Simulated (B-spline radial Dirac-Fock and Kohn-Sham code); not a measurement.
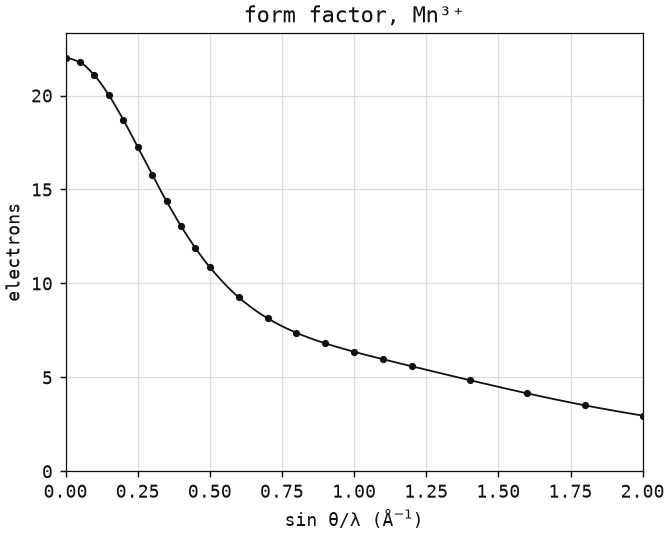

Fig. 1. The X-ray form factor f against sin θ/λ. The figure is for Mn³⁺ ([Ar] 3d4). Computed with a radial B-spline solver: the spherical Dirac–Fock density (average of configuration).

What can be read from it?

f starts at 22, the number of electrons, falls to half near sin θ/λ = 0.49 Å⁻¹, and is 10.9 at sin θ/λ = 0.50 Å⁻¹ and 6.36 at sin θ/λ = 1.00 Å⁻¹. The initial fall is set by Σ⟨r²⟩ = 13.1 bohr².
